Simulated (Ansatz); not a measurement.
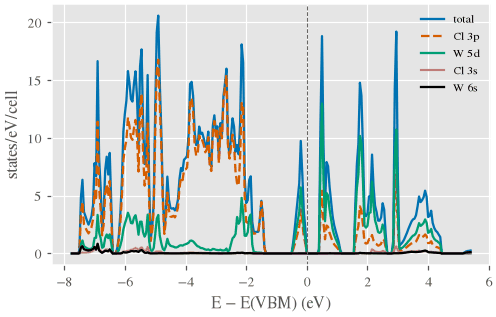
Figure. Total and projected density of states of WCl4 in space group C2/m (No. 12; W on 4g, Cl on 4i, Cl on 4i, Cl on 8j), DFT-r²SCAN+D4 in the program Ansatz with PAW potentials

### Question
Which orbitals carry the states next to the gap?

### Answer
Top 1 eV of the valence band: W 5d 59 %, Cl 3p 39 %. Bottom 1 eV of the conduction band: W 5d 67 %, Cl 3p 30 %. Projections are on Löwdin-orthogonalised atomic valence shells; empty p or d shells of many metals are not among them.

### Question
Where is the tallest occupied peak in this window, and what makes it?

### Answer
Near -4.9 eV, about 21 states/eV per cell; the largest projected share is Cl 3p.

The workflow started from a Materials Project entry (that database holds measured and hypothetical structures alike); the Crystallography Open Database copy checked does not list it. Its standing as an ambient phase is unchecked. The cell was relaxed with r²SCAN+D4 under the symmetry of its start; whether a distortion lowers the energy is not shown. No spin polarisation was allowed. Scalar-relativistic: spin–orbit coupling is off unless named, which matters more the heavier the elements.

Potentials: the later of the program's two PAW sets.
